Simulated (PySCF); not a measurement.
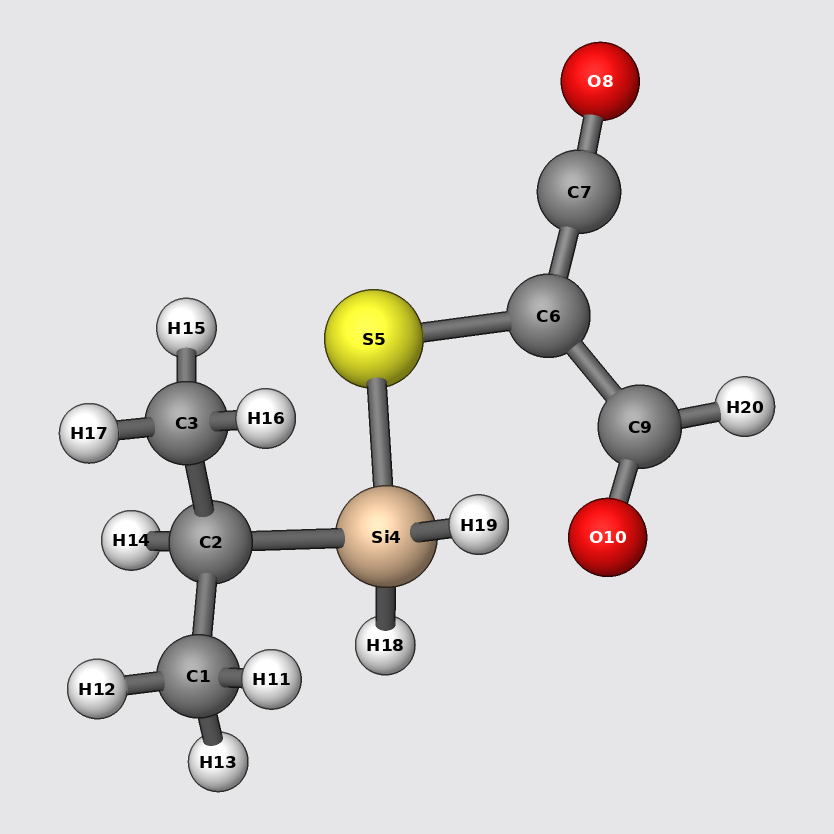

The geometry was computed by an optimisation with GFN2-xTB. No frequency run is at hand to confirm it as a minimum. Method: GIAO PBE0/pcSseg-1 NMR shielding, non-relativistic, gas phase (PySCF 2.14.0). Principal shieldings σ11 ≤ σ22 ≤ σ33, span Ω = σ33 − σ11, skew κ = 3(σiso − σ22)/Ω.

Question. Which O atom has the most anisotropic shielding?

Answer. O10, with a span of 1081 ppm.

Give the shielding tensors of the O atoms.

```
atom     σ11     σ22    σ33    σiso       Ω     κ
  O8  −211.3   −90.8   80.9   −73.7   292.2  0.18
 O10  −724.8  −335.0  356.5  −234.4  1081.4  0.28
```

Shieldings and span in ppm.

The geometry is semi-empirical. Around Si such bond lengths and angles can be off by a tenth of an ångström or more and by several degrees, and values that hang on the shape move with them.
